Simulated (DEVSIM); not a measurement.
System: Co/Si3N4/p-GaSb capacitor, at 300 K.

| layer (left to right) | material | thickness (nm) | Na (cm⁻³) |
|---|---|---|---|
| 1 | Si3N4 | 15.0 | - |
| 2 | GaSb | 1800 | 1.1e17 |

Metal gate on the left, work function 5 eV. Fixed charge at the semiconductor interface 4.7e10 cm⁻² (in units of +e); no interface traps.

The device is made up for the run: typed textbook-type constants, with dimensions and the other settings drawn at random. Values at 300 K.

```tsv
parameter	Si3N4	GaSb
gap (eV)	5.1	0.726
affinity (eV)	2.1	4.06
permittivity	7.5	15.7
Nc (cm⁻³)	-	2.1e17
Nv (cm⁻³)	-	1.8e19
```

Simulated with DEVSIM: 1D Poisson equation in equilibrium, Boltzmann statistics, complete ionisation; no quantum confinement or tunnelling. Metal contacts follow the ideal Schottky-Mott rule: no Fermi-level pinning, no interface dipoles.

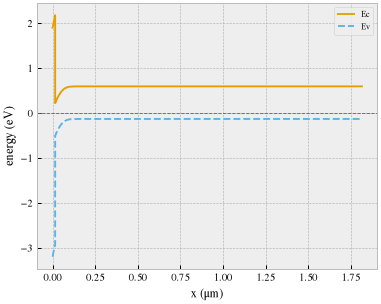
Figure: Band edges at 1.0 V on the gate

Energies count from the Fermi level of the right contact; mesh points crowd at the junctions.

| x (μm) | Ec (eV) | Ev (eV) | n (cm⁻³) | p (cm⁻³) | field (V/cm) |
|---|---|---|---|---|---|
| 0.000 | 1.900 | -3.200 | < 1e2 | < 1e2 | 190000 |
| 0.001282 | 1.924 | -3.176 | < 1e2 | < 1e2 | 190000 |
| 0.003755 | 1.970 | -3.130 | < 1e2 | < 1e2 | 190000 |
| 0.008229 | 2.053 | -3.047 | < 1e2 | < 1e2 | 190000 |
| 0.01292 | 2.140 | -2.960 | < 1e2 | < 1e2 | 190000 |
| 0.01459 | 2.171 | -2.929 | < 1e2 | < 1e2 | 190000 |
| 0.01564 | 0.225 | -0.501 | 3.5e13 | 6.8e10 | 93000 |
| 0.01882 | 0.254 | -0.472 | 1.1e13 | 2.1e11 | 89000 |
| 0.02469 | 0.304 | -0.422 | 1.6e12 | 1.5e12 | 82000 |
| 0.03748 | 0.398 | -0.328 | 4.3e10 | 5.6e13 | 66000 |
| 0.06535 | 0.533 | -0.193 | 2.4e8 | 1.0e16 | 31000 |
| 0.1561 | 0.594 | -0.132 | 2.2e7 | 1.1e17 | 110 |
| 0.3237 | 0.594 | -0.132 | 2.2e7 | 1.1e17 | ≈ 0 |
| 0.6890 | 0.594 | -0.132 | 2.2e7 | 1.1e17 | ≈ 0 |
| 1.388 | 0.594 | -0.132 | 2.2e7 | 1.1e17 | ≈ 0 |
| 1.620 | 0.594 | -0.132 | 2.2e7 | 1.1e17 | ≈ 0 |
| 1.723 | 0.594 | -0.132 | 2.2e7 | 1.1e17 | ≈ 0 |
| 1.773 | 0.594 | -0.132 | 2.2e7 | 1.1e17 | ≈ 0 |
| 1.801 | 0.594 | -0.132 | 2.2e7 | 1.1e17 | ≈ 0 |
| 1.809 | 0.594 | -0.132 | 2.2e7 | 1.1e17 | ≈ 0 |
| 1.813 | 0.594 | -0.132 | 2.2e7 | 1.1e17 | ≈ 0 |
| 1.815 | 0.594 | -0.132 | 2.2e7 | 1.1e17 | ≈ 0 |
